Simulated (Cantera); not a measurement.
Feed: 1 mol Cu₂O, a varied amount of H₂, 2.7 mol H₂O, equilibrated at 1352 °C and 1.00 bar.

These are equilibrium values from Cantera (NASA tables, ideal gas, pure condensed phases), not measurements of a reactor. Candidate condensed phases: Cu, CuO, Cu(OH)₂, Cu₂O, H₂O; 12 gas species. Each liquid is taken as pure. Mutual solubility and eutectic melting of coexisting phases are not modelled. The numbers say what is thermodynamically allowed, not how fast it happens.

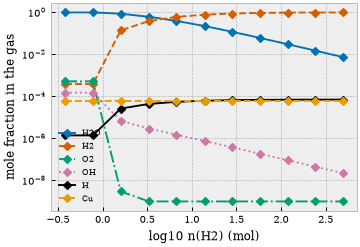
*Equilibrium gas composition (values under 1e-9 drawn at 1e-9)*

From 0.38 mol H₂ to 0.78 mol H₂ the condensed part is Cu(l) + Cu₂O(l). From 1.6 mol H₂ to 500 mol H₂ the condensed part is Cu(l). The main Cu-bearing gas is Cu throughout.
